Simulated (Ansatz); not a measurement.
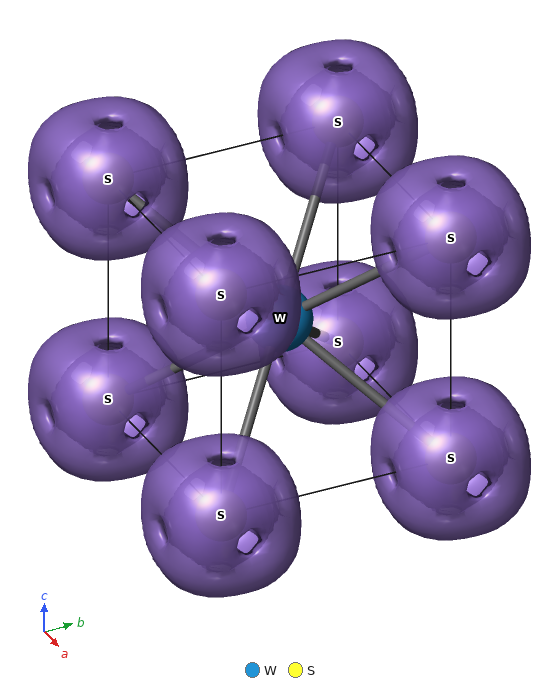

Figure 1: WS. Isosurface of the electron localisation function at 0.75 (purple), seen at an oblique angle. Core shells and regions of very low density are left out. Sticks mark near contacts.

Space group Pm-3m; a generated structure, not necessarily the stable one.

These are results of Kohn-Sham DFT of a periodic cell, PBE, Ansatz PAW (Ansatz), not measurements.

Core electrons are frozen (PAW), and the valence fields are smoothed inside the atomic spheres.

Describe the localisation domains.

At this value the surface marks out one region wrapped around S (its valence shell), counted in one cell of 2 atoms. Regions shared between cells count once. Along the contacts the grid gives the following. W–S (2.60 Å): the ELF peaks at about 0.85 in the valence shell of S, 0.8 Å from its nucleus, and is about 0.35 at the midpoint.
